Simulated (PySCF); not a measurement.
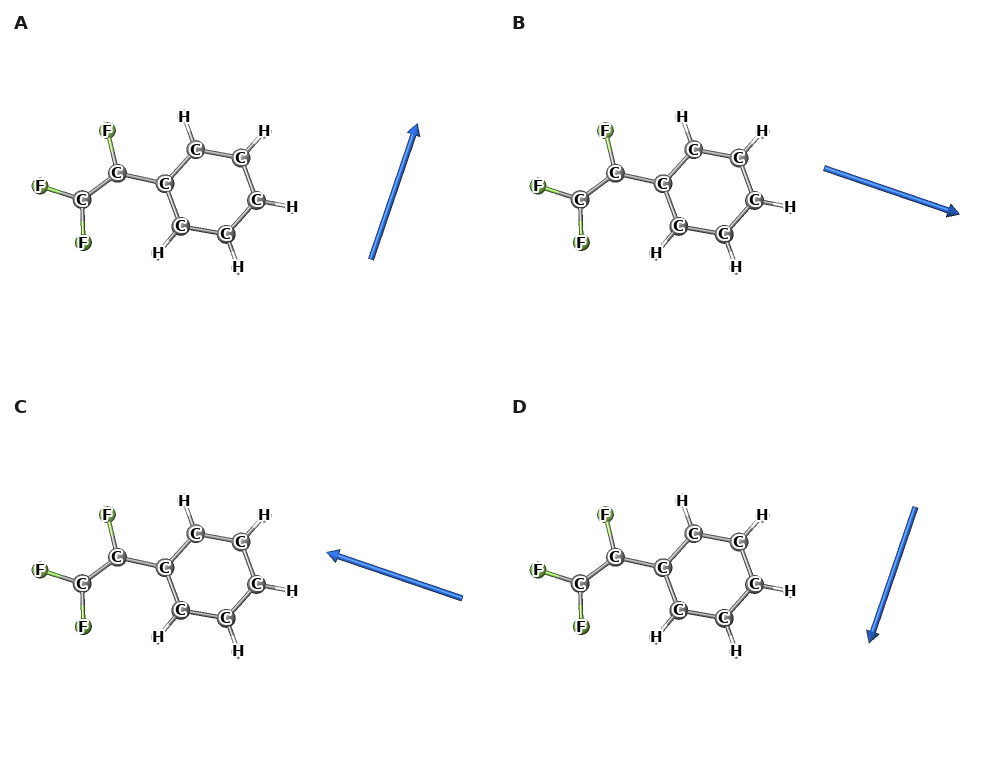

The same molecule four times, each with an arrow. Computed geometry: GFN2-xTB optimisation. No frequency run is at hand to confirm it as a minimum. Level of theory: PBE0/pcSseg-1, gas phase (PySCF 2.14.0).

> Which arrow points along the dipole moment, from the negative to the positive end?

B. The dipole moment is 2.03 D.
